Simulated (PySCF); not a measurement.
System: OsF (quartet).

```xyz
2

Os    0.0000    0.0000   -0.1635
F     0.0000    0.0000    1.6525
```

Core potentials replace the inner electrons of Os.

Theory: PySCF, PBE0/def2-TZVPP, non-relativistic Hamiltonian with scalar-relativistic core potentials where named, at a bond length of 1.816 Å.

Question: What can the converged electron density, electron localisation function and spin density tell about the bonding?

Answer: Os–F (1.82 Å): ρ at the midpoint is about 1.3 e/Å³; the ELF peaks at about 0.85 in the valence shell of F, 0.5 Å from its nucleus, and is about 0.30 at the midpoint.
The unpaired spin (3 electrons) lies mostly on Os1 (about 2.8) and F2 (about 0.2), in electrons by Hirshfeld's partition.

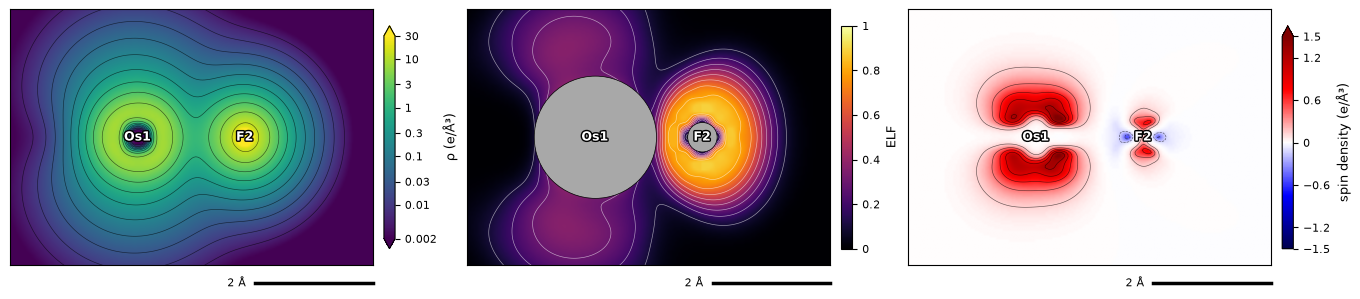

Computed electron density, electron localisation function and spin density on a plane that holds the molecular axis, in this order. Grey discs cover the atomic cores in the ELF map. 
